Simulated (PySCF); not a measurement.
Consider C$_{3}$H$_{10}$AlBO.

```xyz
16

B    -1.2727   -1.2040    0.5046
C    -1.4185    0.0946   -0.2663
C    -2.3075    1.2307    0.2185
Al    0.3938    0.4049    0.7016
O     1.8899   -0.1731    0.3326
C     3.1680   -0.6616    0.0363
H    -0.7649   -2.1449    0.0086
H    -1.6565   -1.2729    1.6206
H    -1.3216    0.0827   -1.3551
H    -3.3586    0.9739    0.0824
H    -2.1448    1.4129    1.2832
H    -2.1157    2.1600   -0.3190
H     0.3763    1.4770    1.8013
H     3.7679    0.1248   -0.4277
H     3.6618   -0.9895    0.9534
H     3.0955   -1.5065   -0.6516
```

Geometry: GFN2-xTB.

Level of theory: PySCF 2.14.0, CAM-B3LYP/def2-SVPD, SCF density, gas phase.

> What can the converged electron density and electron localisation function tell about the bonding?

C–O (1.40 Å): ρ at the midpoint is about 2 e/Å³, with its minimum of 1.7 e/Å³ about 0.5 Å from C; the ELF peaks at about 0.90 between the atoms, as expected for a polar covalent bond.
Al–O (1.65 Å): the density is about 0.85 e/Å³ at the midpoint; the ELF peaks at about 0.85 in the valence shell of O, 0.6 Å from its nucleus, and is about 0.25 at the midpoint.
C–Al (2.08 Å): ρ is about 0.56 e/Å³ halfway; the ELF peaks at about 0.90 between the atoms, as expected for a shared but strongly polarised pair.

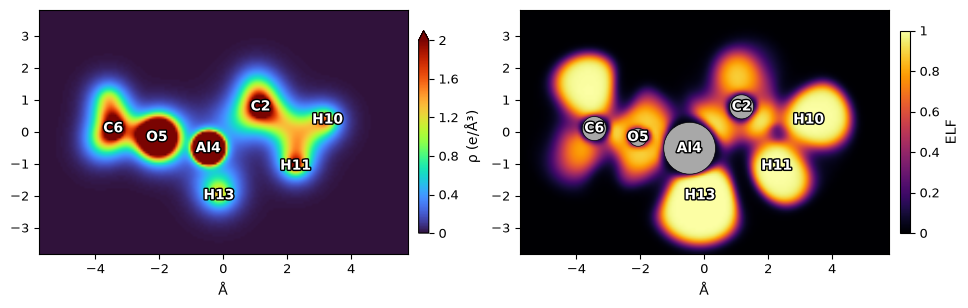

Computed electron density and electron localisation function on the plane of atoms C2, Al4 and O5, in this order. Grey discs cover the atomic cores in the ELF map. 
